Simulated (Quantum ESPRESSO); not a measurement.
# MnHg: two couplings from three orders, and a test

Aim: get Heisenberg couplings of MnHg from the energies of collinear orders, with pencil and paper, and test them on an order left out of the fit.

Method: PBE; plane waves with GBRV 1.5 PBE potentials, no spin-orbit coupling, in Quantum ESPRESSO 7.5.

## (1) The starting structure

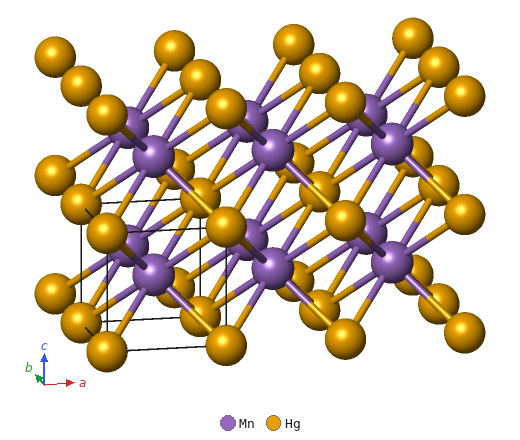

The cell as given, slightly off an axis (manganese purple, mercury orange). 3×2×2 cells are drawn. Some periodic images of atoms are drawn too.

Coordinates:

```cif
data_structure
_symmetry_space_group_name_H-M 'Pm-3m'
_symmetry_Int_Tables_number 221
_cell_length_a 3.3150
_cell_length_b 3.3150
_cell_length_c 3.3150
_cell_angle_alpha 90.000
_cell_angle_beta 90.000
_cell_angle_gamma 90.000
_cell_volume 36.43
loop_
_atom_site_label
_atom_site_type_symbol
_atom_site_symmetry_multiplicity
_atom_site_Wyckoff_symbol
_atom_site_fract_x
_atom_site_fract_y
_atom_site_fract_z
_atom_site_occupancy
Mn1 Mn 1 b 0.50000 0.50000 0.50000 1
Hg1 Hg 1 a 0.00000 0.00000 0.00000 1
```

The cell comes from the Crystallography Open Database.

## (2) The parallel order

All energies count from this run.

pw.in reads:

```
&CONTROL
  calculation = 'scf'
  prefix = 'pwscf'
  outdir = './tmp'
  pseudo_dir = './pseudo'
  disk_io = 'nowf'
  tprnfor = .true.
  tstress = .true.
/
&SYSTEM
  ibrav = 0
  nat = 2
  ntyp = 2
  ecutwfc = 40
  ecutrho = 280
  nbnd = 22
  occupations = 'smearing'
  smearing = 'fd'
  degauss = 0.00999582
  nspin = 2
  starting_magnetization(1) = 0.2333
  starting_magnetization(2) = 0
/
&ELECTRONS
  conv_thr = 4d-09
  electron_maxstep = 150
  mixing_beta = 0.3
/
ATOMIC_SPECIES
Mn     54.9380 mn_pbe_v1.5.uspp.F.UPF
Hg    200.5920 hg_pbe_v1.uspp.F.UPF
CELL_PARAMETERS bohr
   6.2644421031    0.0000000000    0.0000000000
   0.0000000000    6.2644421031    0.0000000000
   0.0000000000    0.0000000000    6.2644421031
ATOMIC_POSITIONS crystal
Mn      0.5000000000    0.5000000000    0.5000000000
Hg      0.0000000000    0.0000000000    0.0000000000
K_POINTS automatic
8 8 8 0 0 0
```

Started as:

```console
> OMP_NUM_THREADS=1 mpirun -n 2 pw.x -nk 2 -in pw.in > pw.out
```

The program printed:

```text
Program PWSCF v.7.5 starts
     [... lines left out ...]
     number of atoms/cell      =            2
     [... lines left out ...]
     number of electrons       =        27.00
     number of Kohn-Sham states=           22
     kinetic-energy cutoff     =      40.0000  Ry
     charge density cutoff     =     280.0000  Ry
     scf convergence threshold =      4.0E-09
     [... lines left out ...]
     48 Sym. Ops., with inversion, found
     [... lines left out ...]
     number of k points=    35  Fermi-Dirac smearing, width (Ry)=  0.0100
     [... lines left out ...]
     iteration # 13     ecut=    40.00 Ry     beta= 0.30
     [... lines left out ...]
     Magnetic moment per site  (integrated on atomic sphere of radius R)
     atom   1 (R=0.357)  charge= 13.7144  magn=  3.8675
     atom   2 (R=0.357)  charge= 10.1812  magn= -0.0240
     [... lines left out ...]
     the Fermi energy is    13.9375 ev
!    total energy              =    -318.94180645 Ry
     estimated scf accuracy    <          1.1E-10 Ry
     smearing contrib. (-TS)   =      -0.00686083 Ry
     [... lines left out ...]
     total magnetization       =     3.90 Bohr mag/cell
     absolute magnetization    =     4.14 Bohr mag/cell
     convergence has been achieved in  13 iterations
     [... lines left out ...]
     Total force =     0.000000     Total SCF correction =     0.000000
     [... lines left out ...]
          total   stress  (Ry/bohr**3)                   (kbar)     P=        5.84
     [... lines left out ...]
   JOB DONE.
```

Run time: 14 s. Hardware: 2 MPI ranks of Intel Xeon Platinum 8488C (Sapphire Rapids), shared host; peak memory 0.21 GiB.

Spin moment in the atom's sphere by atom:

| atom | spin moment in the atom's sphere (μB) |
| --- | --- |
| Mn1 | 3.87 |
| Hg2 | -0.02 |

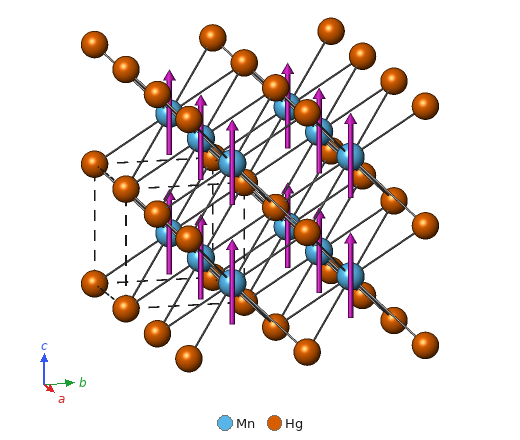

Spin moment in the atom's sphere as arrows, the longest 3.87 μB. Up and down stand for the sign. Arrows give size and sign along the axis of quantisation, drawn up and down the page. 3×2×2 cells are drawn. Some periodic images of atoms are drawn too.

Numbers from this step:

* smearing term TS: 0.09335 eV
* pressure: 0.5843 GPa
* magnetization: 3.901 μB
* absolute magnetization: 4.142 μB
* final state: ferromagnetic

## (3) The orders used for the fit

The other orders were run with the same settings, on meshes that hold the same points. Free energies are divided by the number of Mn atoms; q is in fractions of the reciprocal vectors of the first run's cell.

| order | atoms | mesh | free energy (eV) | eV per Mn | largest moment (μB) |
| --- | --- | --- | --- | --- | --- |
| F + | 2 | 8×8×8 | -4339.4243 | -4339.4243 | 3.87 |
| AF q=(0,1/2,1/2) +- | 4 | 8×4×8 | -8678.7307 | -4339.3653 | 3.88 |
| AF q=(0,0,1/2) +- | 4 | 8×8×4 | -8678.9374 | -4339.4687 | 3.87 |

## (4) Counting neighbours

With E = −Σ J e_i·e_j over ordered pairs of unit vectors, turning a neighbour from parallel to opposed costs 2J a Mn atom. So an order lies 2 Σ n J over the parallel one, n being the opposed neighbours in each shell.

| shell | distance (Å) | neighbours | opposed in AF q=(0,1/2,1/2) +- | opposed in AF q=(0,0,1/2) +- | opposed in AF q=(1/2,1/2,1/2) +- |
| --- | --- | --- | --- | --- | --- |
| J1 | 3.31 | 6 | 4 | 2 | 6 |
| J2 | 4.69 | 12 | 8 | 8 | 0 |
| J3 | 5.74 | 8 | 0 | 8 | 8 |

Only J1 and J2 are kept.

## (5) Solving

```
2 × 4 × J1 + 2 × 8 × J2 = +59.0 meV    (AF q=(0,1/2,1/2) +-)
2 × 2 × J1 + 2 × 8 × J2 = -44.3 meV    (AF q=(0,0,1/2) +-)
J1 = +25.82 meV
J2 = -9.22 meV
```

## (6) The test

The couplings now give the orders that were left out:

```
2 × 6 × (+25.82) = +309.8 meV    (AF q=(1/2,1/2,1/2) +-)
```

The runs themselves:

| order | atoms | mesh | free energy (eV) | eV per Mn | largest moment (μB) | over the parallel order (meV) | foretold (meV) |
| --- | --- | --- | --- | --- | --- | --- | --- |
| AF q=(1/2,1/2,1/2) +- | 4 | 4×8×8 | -8679.0235 | -4339.5117 | 3.89 | -87.4 | +309.8 |

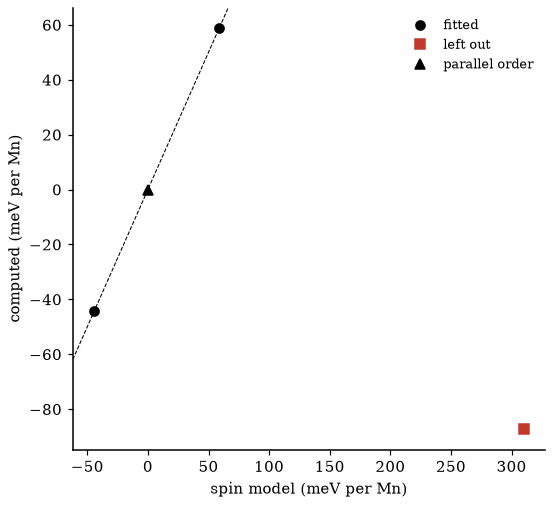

Computed energies of the orders against the model; the dashed line marks agreement.

## (7) Results

- J1 (Mn–Mn at 3.31 Å): 25.8 meV
- J2 (Mn–Mn at 4.69 Å): -9.22 meV
- largest miss on the orders left out: 397 meV

In words: The model misses the order left out by 397 meV, 455 % of the largest energy difference, so it fails: these couplings alone don't describe the crystal. The largest moment changes by 0.64 % between the orders. Shells that were dropped are folded into the couplings or show in the miss. Energies are free energies at an electronic temperature of 1580 K, which lowers moments and differences where the moments are itinerant.

[Logs and program files are shortened in this print: banners, set-up blocks, solver, clock and traceback lines can be left out without a mark of their own.]

[Logs are printed without paths, hosts, clocks, repeated set-up lines and the standing remarks that a program may print on its own settings, such as how far it seeks lower states.]

[Hosts, paths, dates, database ids (printed as entryN), source tags and the programs' standing remarks are cut or masked in the printed files.]

[Where a cell is said to come from a database of computed structures, the database is the Materials Project.]
